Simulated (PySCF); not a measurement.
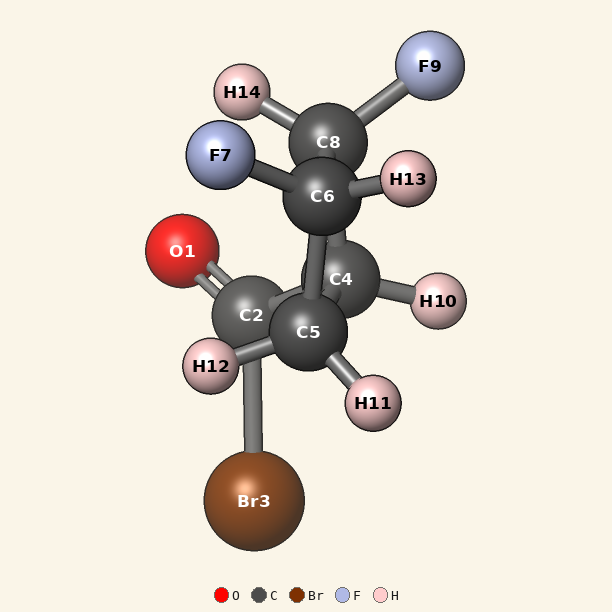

The geometry was computed by an optimisation with GFN2-xTB. No frequency run is at hand to confirm it as a minimum. Electric field gradients from the ground-state density, B3LYP/pcJ-1 (pcSseg-1 on Br) (PySCF 2.14.0), non-relativistic apart from any core potentials.

Give the largest field-gradient component, the quadrupole coupling constant and the asymmetry for 17O at O1 (Q = −25.6 mb), 79Br at Br3 (Q = 313 mb), 2H at H10 (Q = 2.86 mb), 2H at H11 (Q = 2.86 mb), 2H at H12 (Q = 2.86 mb), 2H at H13 (Q = 2.86 mb).

```tsv
atom	V_zz (a.u.)	e²qQ/h (MHz)	η
O1	−1.487	8.94	0.56
Br3	6.410	471.4	0.24
H10	0.285	0.192	0.07
H11	0.301	0.203	0.01
H12	0.294	0.197	0.03
H13	0.280	0.188	0.09
```

The geometry is semi-empirical. Around Br such bond lengths and angles can be off by a tenth of an ångström or more and by several degrees, and values that hang on the shape move with them.
